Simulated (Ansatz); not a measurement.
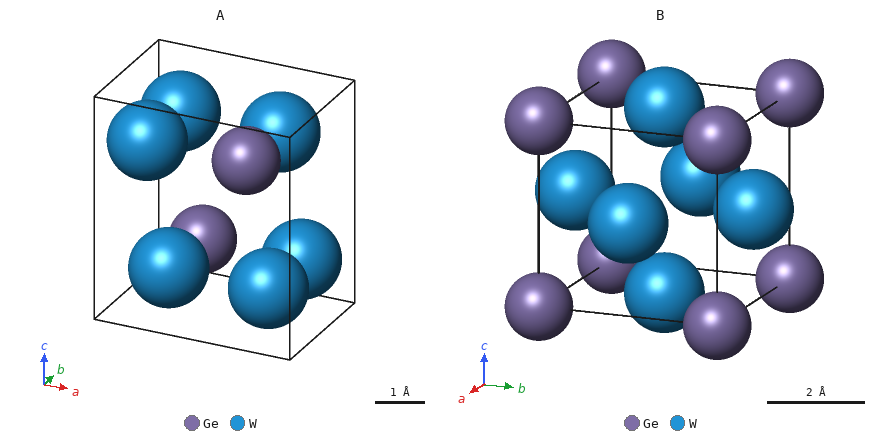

Two structures of GeW3, each relaxed to rest (conventional cells in solid outline, small ones repeated, not to one scale). Method: DFT PBE, scalar-relativistic, plane waves, PAW (Ansatz), without spin polarisation.

Name structures A and B.

Answer. A: 8 atoms a cell on a primitive hexagonal lattice, P6_3/mmc. B: Cu₃Au (L1₂) type, Pm-3m.

Which structure is more stable?

Answer. A is lower, by 139 meV/atom at this level of theory (energies at zero smearing). Volumes: A 15.8, B 15.8 Å³/atom.

One or both may be structure types tried for this composition rather than known phases.
